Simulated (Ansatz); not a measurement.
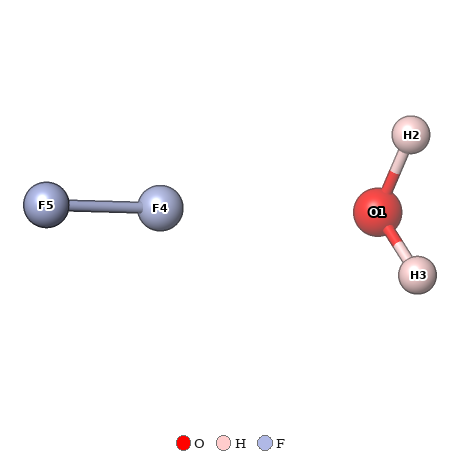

Interaction curve of the pair H₂O (A) and F₂ (B), SMILES O.FF, from the arrangement drawn (closest contact, H···H pairs aside, O1···F4 2.57 Å; others can bind more strongly), without the energy that it costs to deform the partners. The Ansatz code, def2-TZVPPD, cores frozen in correlated methods. Fragment B of a pair is moved rigidly from the minimum (PBE0-D4/def2-TZVP) along the line between the fragments' mean atom positions; interaction energies with counterpoise. Straight lines join the computed points.

Methods: CCSD(T), r2SCAN-D4 and ωB97M-V.

**Order the curves at −0.26 Å, where they differ most.**

r2SCAN-D4 −2.24, ωB97M-V 0.17, CCSD(T) 0.85 kcal/mol, from lowest to highest.

**Give the computed values.**

In kcal/mol:
| shift of fragment B (Å) | CCSD(T) | r2SCAN-D4 | ωB97M-V |
| --- | --- | --- | --- |
| −0.26 | 0.85 | −2.24 | 0.17 |
| −0.13 | −0.15 | −2.37 | −0.59 |
| 0.00 | −0.65 | −2.23 | −0.93 |
| 0.13 | −0.86 | −1.98 | −1.03 |
| 0.31 | −0.90 | −1.58 | −0.98 |
| 0.64 | −0.72 | −0.97 | −0.73 |
| 1.29 | −0.35 | −0.38 | −0.34 |
| 2.57 | −0.09 | −0.08 | −0.08 |

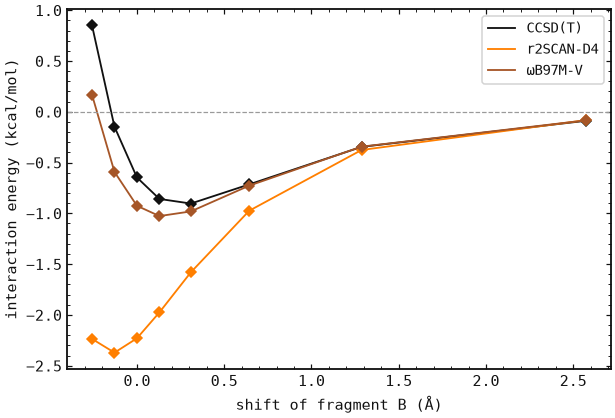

Note: restricted reference unstable towards unrestricted.
